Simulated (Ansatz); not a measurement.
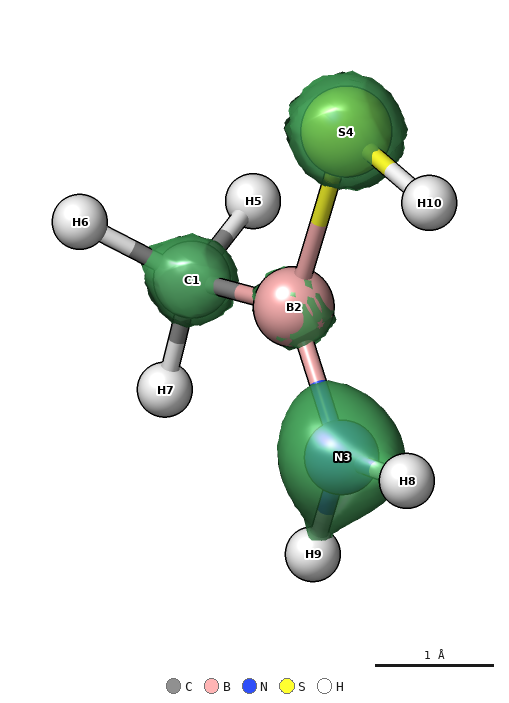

Figure. CH6BNS. Isosurface of the total electron density at 2 e/Å³ (green), seen at an oblique angle.

Geometry: B3LYP-D3(BJ)/def2-SVP.

All numbers below come from Ansatz 0.2.0, isolated molecule in a Gaussian basis; Kohn-Sham density functional theory, functional PBE0.

```xyz
10

C    -2.0695    0.5390   -0.9322
B    -0.9171    0.8409    0.1077
N    -0.1799    2.0322    0.0633
S    -0.5915   -0.4478    1.3792
H    -3.0326    0.3812   -0.4180
H    -1.8609   -0.3873   -1.4937
H    -2.2072    1.3524   -1.6632
H     0.5654    2.2715    0.7053
H    -0.3566    2.7435   -0.6363
H     0.4165    0.1721    2.0362
```

Q: Which contacts does the surface bridge?

A: At this value the surface falls into eight separate pieces. It bridges the sampled N–H (1.01 Å) contacts, where the density stays above the isovalue. It is pinched off along the sampled B–N (1.40 Å), C–B (1.58 Å) and B–S (1.84 Å) contacts. On the grid the lowest density along these lines, outside the cores, is 1.5 e/Å³ (B–N, 1.40 Å), 1.2 e/Å³ (C–B, 1.58 Å), 0.97 e/Å³ (B–S, 1.84 Å) and 2.3 e/Å³ (N–H, 1.01 Å).
